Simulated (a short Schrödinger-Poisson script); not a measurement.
Structure: gated Al0.33Ga0.67N/GaN polarisation-induced gas, at 20 K.

```tsv
layer	material	thickness (nm)	Na (cm⁻³)
1	Al0.33Ga0.67N	15	-
2	GaN	6000	7e15
```

The device is made up for the run: typed textbook-type constants, with dimensions and the other settings drawn at random. Al0.33Ga0.67N: permittivity 9.3, conduction-band edge (eV) 0.462, gap (eV) 4.09, electron mass (mₑ) 0.24, Nv at 300 K (cm⁻³) 4.6e19. GaN: permittivity 9.5, conduction-band edge (eV) 0, gap (eV) 3.43, Nv at 300 K (cm⁻³) 4.6e19.

Channel valleys (confinement mass, in-plane density-of-states mass, number): Γ 0.2, 0.2, 1. At the gate the conduction-band edge of layer 1 lies 1.27 eV − eVg above the Fermi level of the channel; the field vanishes at the back. Sheet of polarisation charge: +1.6e13 e/cm² at 15 nm from the gate. The barrier under the gate holds no holes. Gaps are held at their typed values at every temperature. Mesh 0.08 nm at interfaces.

Solved with a short Schrödinger-Poisson script written for these runs: 1D Poisson equation in equilibrium, electrons quantum, Hartree plus LDA exchange-correlation (BenDaniel-Duke, 40 states a valley, the channel's in-plane mass for all, wave functions free to enter the barrier), parabolic valleys, classical holes, full ionisation, no traps, pinning or gate leakage.

Only gate voltages with over 1e8 electrons/cm² are shown.

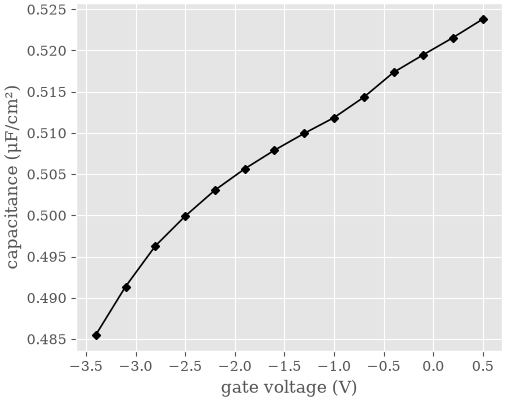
Figure: Quasi-static capacitance against gate voltage

```
Vg (V)  electrons (cm⁻²)  in the channel layer  C (μF/cm²)  Γ E0 (meV)  Γ E1 (meV)
------  ----------------  --------------------  ----------  ----------  ----------
0.5              1.32e13               1.20e13       0.524      -150.0        -7.7
0.2              1.22e13               1.12e13       0.522      -140.5        -5.5
-0.1             1.12e13               1.04e13       0.519      -130.9        -3.2
-0.4             1.03e13               9.58e12       0.517      -121.2        -0.6
-0.7             9.29e12               8.74e12       0.514      -111.0         3.6
-1               8.33e12               7.89e12       0.512       -99.7        10.3
-1.3             7.37e12               7.03e12       0.510       -88.2        17.0
-1.6             6.42e12               6.16e12       0.508       -76.8        23.4
-1.9             5.47e12               5.28e12       0.506       -65.5        29.4
-2.2             4.53e12               4.40e12       0.503       -54.2        35.0
-2.5             3.59e12               3.50e12       0.500       -42.9        40.1
-2.8             2.65e12               2.61e12       0.496       -31.8        44.6
-3.1             1.73e12               1.71e12       0.491       -20.7        48.1
-3.4             8.15e11               8.07e11       0.485        -9.7        50.0
```

Subbands count from the Fermi level.
